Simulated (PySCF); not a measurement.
# GaBr (SMILES [Ga][Br]): TPSSh/cc-pVTZ

What is the vertical ionisation energy of GaBr at TPSSh/cc-pVTZ? The job is set up through a Python script.

Program for the calculation: PySCF 2.14.0.

**1. Starting point**

GaBr has 2 atoms, charge 0, and is taken as a singlet. SMILES: `[Ga][Br]`. Geometry: relaxed at PBE0-D4/def2-TZVP.

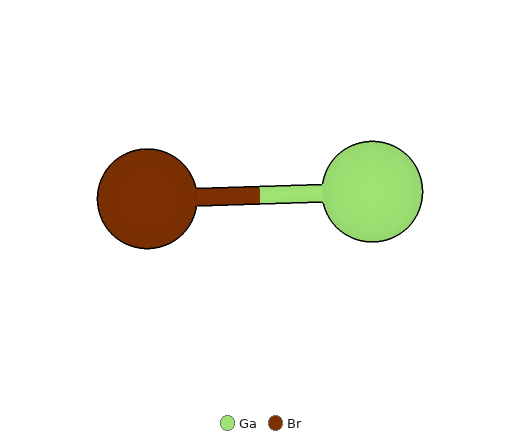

Viewed from a chosen angle; gallium green, bromine brown.

**2. The energy at TPSSh/cc-pVTZ**

Contents of calc.py:

```python
from pyscf import gto, dft

mol = gto.M(
    atom=[
    ('Ga', (-0.000000, -0.000000, 0.013830)),
    ('Br', (0.000000, 0.000000, 2.388120)),
],
    verbose=3,
    charge=0,
    max_memory=1860,
    basis='cc-pvtz',
    spin=0,
)

calc0 = dft.RKS(mol, xc='tpssh')
calc0.conv_tol = 1e-10
calc0.grids.level = 4
calc0.kernel()
if not calc0.converged:
    calc0 = calc0.newton().run(calc0.mo_coeff, calc0.mo_occ)

energy = calc0.e_tot
print(f'total energy: {energy:.8f} hartree')
```

The run is started by

```sh
$ OMP_NUM_THREADS=1 python calc.py
```

Standard output:

```text
converged SCF energy = -4499.04902363022
total energy: -4499.04902363 hartree
```

Wall time 12 s (1 thread of Arm Neoverse V1, shared host); peak memory 0.41 GiB.

**3. The doublet cation, same level**

Contents of geometry.xyz:

```xyz
2
BrGa
Ga     0.000000     0.000000     0.013830
Br     0.000000     0.000000     2.388120
```

Contents of run.py:

```python
from pyscf import gto, dft

mol = gto.M(
    atom='geometry.xyz',
    basis='cc-pvtz',
    charge=1,
    spin=1,
    max_memory=1860,
    verbose=3,
)

mf = dft.UKS(mol, xc='tpssh')
mf.conv_tol = 1e-10
mf.grids.level = 4
mf.kernel()
if not mf.converged:
    mf = mf.newton().run(mf.mo_coeff, mf.mo_occ)

energy = mf.e_tot
print(f'total energy: {energy:.8f} hartree')
```

The run is started by

```sh
$ OMP_NUM_THREADS=1 python run.py
```

Standard output:

```text
WARN: HOMO -0.245285591808006 >= LUMO -0.245285591808007

WARN: HOMO -0.47474456157083 >= LUMO -0.474744561570823

converged SCF energy = -4498.70003048213  <S^2> = 0.75702878  2S+1 = 2.0070165
total energy: -4498.70003048 hartree
```

Run time: 24 s. Hardware: 1 thread of Arm Neoverse V1, shared host; peak memory 0.42 GiB.

**4. What came out**

At TPSSh/cc-pVTZ:

| quantity | value |
| --- | --- |
| singlet GaBr: total energy | -4499.04902 Eh |
| singlet GaBr: dipole moment | 2.38 D |
| singlet GaBr: HOMO energy | -6.82 eV |
| singlet GaBr: LUMO energy | -2.16 eV |
| singlet GaBr: HOMO–LUMO gap | 4.66 eV |
| doublet cation: total energy | -4498.70003 Eh |
| doublet cation: HOMO energy (highest over α and β) | -13.92 eV |
| doublet cation: LUMO energy (lowest over α and β) | -12.20 eV |
| doublet cation: ⟨S²⟩ | 0.757 |
| vertical ionisation energy (to the doublet cation) | 9.497 eV |

What this shows: Removing an electron at fixed nuclei costs 9.50 eV (219 kcal/mol). The negative HOMO energy of the first species, 6.82 eV, lies 2.68 eV below that difference.
